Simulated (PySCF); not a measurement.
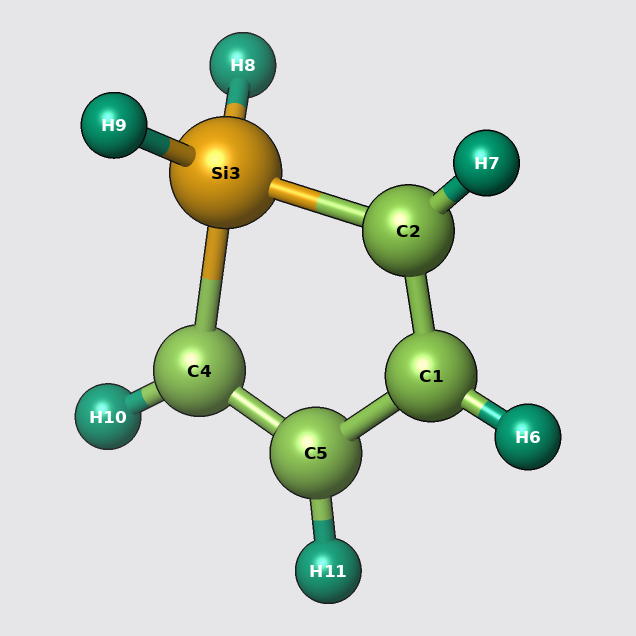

The computed structure is the end point of a GFN2-xTB optimisation. No frequency run is at hand to confirm it as a minimum. Level of theory: delta-SCF UKS SCAN, pcX-2 on the ionised atom, pcseg-1 elsewhere, spin-free X2C (PySCF 2.14.0).

Give the core-electron binding energies (to vacuum; p and d levels without spin–orbit splitting) of C1 1s, C2 1s, Si3 1s, Si3 2p.

| atom | level | binding energy (eV) |
| --- | --- | --- |
| C1 | 1s | 290.4 |
| C2 | 1s | 289.5 |
| Si3 | 1s | 1846.3 |
| Si3 | 2p | 106.7 |

The geometry is semi-empirical. Around Si such bond lengths and angles can be off by a tenth of an ångström or more and by several degrees, and values that hang on the shape move with them.
